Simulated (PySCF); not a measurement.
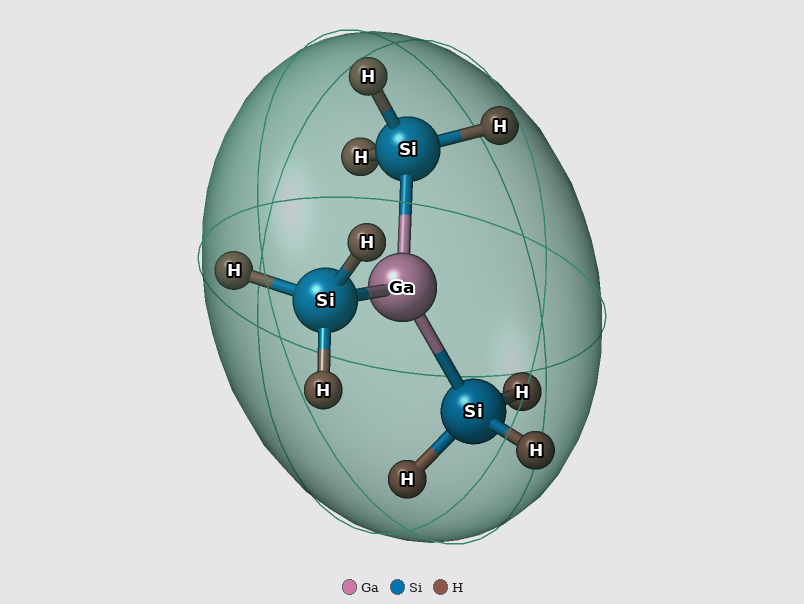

The ellipsoid shows the static dipole polarisability: its half-axes are proportional to the principal values. The computed structure is the end point of a PBE0-D3(BJ)/def2-SVP optimisation. No frequency run is at hand to confirm it as a minimum. Level of theory: PBE0/def2-SVPD (PySCF 2.14.0).

Question: Give the principal values, the mean and the anisotropy.

Answer: Principal values 98.0, 150.6, 151.0 bohr³; mean 133.2 bohr³ (19.74 Å³); anisotropy 52.7 bohr³, so the longest axis is 1.54 times the shortest.
